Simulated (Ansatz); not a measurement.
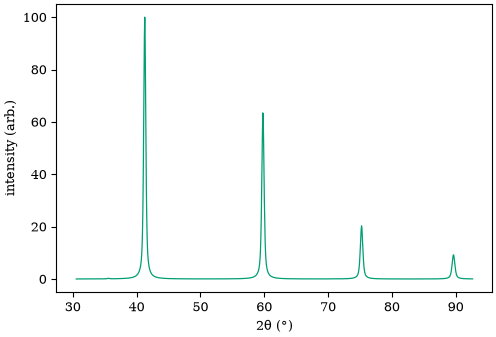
Figure: Simulated powder pattern, Fe Kα, λ = 1.93735 Å

The pattern belongs to a structure relaxed with DFT-PBE in the program Ansatz with PAW potentials.

Problem. Pick the material that matches.
A. BaO, rock salt
B. ZrMo, rock salt
C. NbN, rock salt
D. GaAs, rock salt

Solution. B, ZrMo, rock salt

Space group Fm-3m (rock salt). The start of the workflow was typed in or built on a structure type; neither database checked (COD, Materials Project) lists it. Its standing as an ambient phase is unchecked. The cell was relaxed with PBE under the symmetry of its start; its stability against distortions is not shown here. The run is not spin-polarised. Its formation energy is positive at this level, so the cell may be metastable or incomplete.

Potentials: the later of the program's two PAW sets.
